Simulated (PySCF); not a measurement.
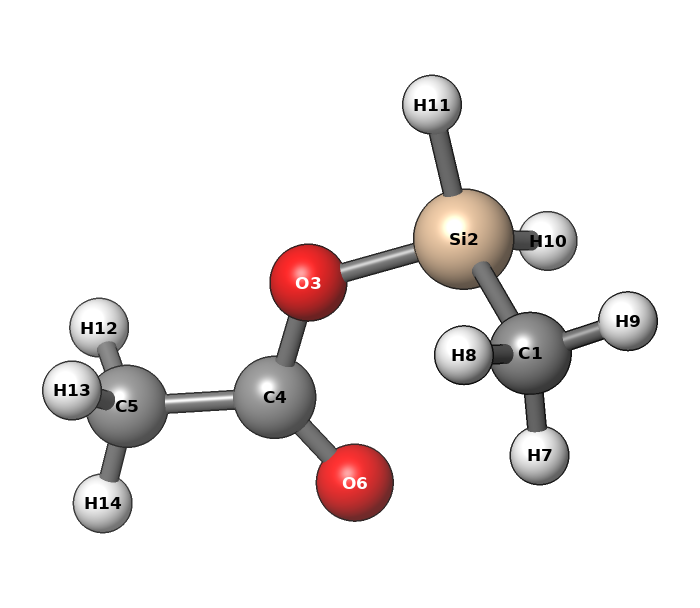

The geometry was computed by an optimisation with GFN2-xTB. No frequency run is at hand to confirm it as a minimum. Electric field gradients from the ground-state density, PBE0/pcSseg-1 (PySCF 2.14.0), non-relativistic apart from any core potentials.

Give the largest field-gradient component, the quadrupole coupling constant and the asymmetry for 17O at O3 (Q = −25.6 mb), 17O at O6 (Q = −25.6 mb).

```csv
atom,V_zz (a.u.),e²qQ/h (MHz),η
O3,1.376,−8.28,0.17
O6,−1.642,9.88,0.23
```

The geometry is semi-empirical. Around Si such bond lengths and angles can be off by a tenth of an ångström or more and by several degrees, and values that hang on the shape move with them.
